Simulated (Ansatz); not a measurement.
| atom | x (Å) | y (Å) | z (Å) |
| --- | --- | --- | --- |
| C | -0.4886 | -0.6050 | -0.3425 |
| B | -1.9392 | -0.3137 | 0.2967 |
| F | -2.9478 | -0.0620 | -0.4948 |
| F | -2.1114 | -0.3266 | 1.5908 |
| F | -0.0750 | 0.4483 | -1.0582 |
| F | -0.5432 | -1.6607 | -1.1639 |
| F | 0.4340 | -0.8562 | 0.5849 |

Geometry: PBE0-D4/def2-SVP.

These are results of isolated molecule in a Gaussian basis; Kohn-Sham density functional theory, functional PBE0 in Ansatz 0.2.0, not measurements.

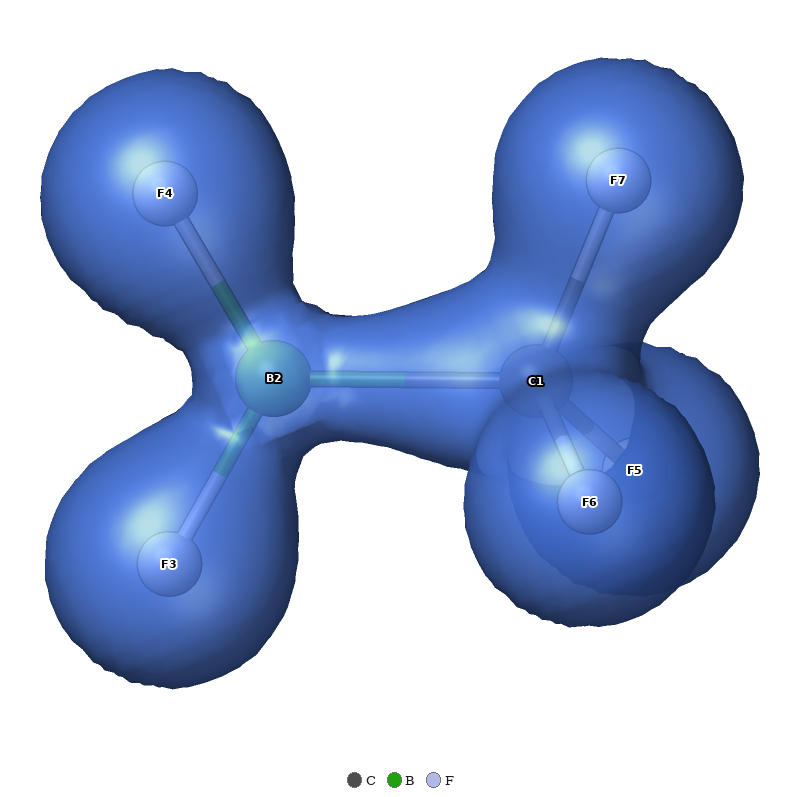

CBF$_{5}$ (SMILES FB(F)C(F)(F)F). Isosurface of the electron density at 0.8 e/Å³ (blue), seen across its widest extent.

> How is the density connected at this value?

At this value the surface is in one piece. It bridges the sampled B–F (1.31 Å), C–F (1.33 Å) and C–B (1.61 Å) contacts, where the density stays above the isovalue. On the grid the lowest density along these lines, outside the cores, is 1.6 e/Å³ (B–F, 1.31 Å), 1.9 e/Å³ (C–F, 1.33 Å) and 1.3 e/Å³ (C–B, 1.61 Å).
